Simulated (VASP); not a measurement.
Band structure of SiRh (space group Pnma). Method: LDA (Ceperley-Alder, Perdew-Zunger), VASP's LDA PAW potentials (set 64) (plane waves; VASP).

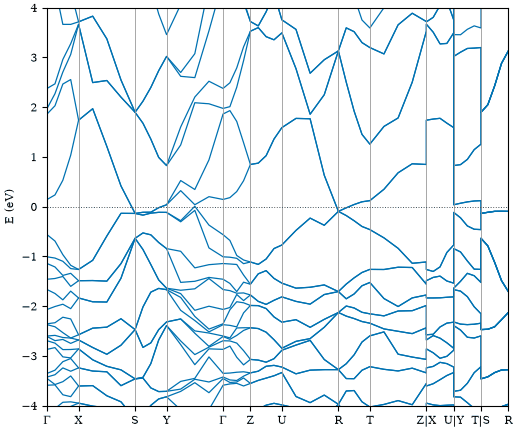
Bands along high-symmetry lines, zero at the valence-band maximum or, without a gap, the Fermi level

Problem. Read the plot: is there a gap, and where are the band edges?

Solution. It has no gap at this level: it comes out as a metal or semimetal.

The structure comes from a computed database's SiRh entry; how it stands against other phases isn't given here. The cell was not relaxed at this level.
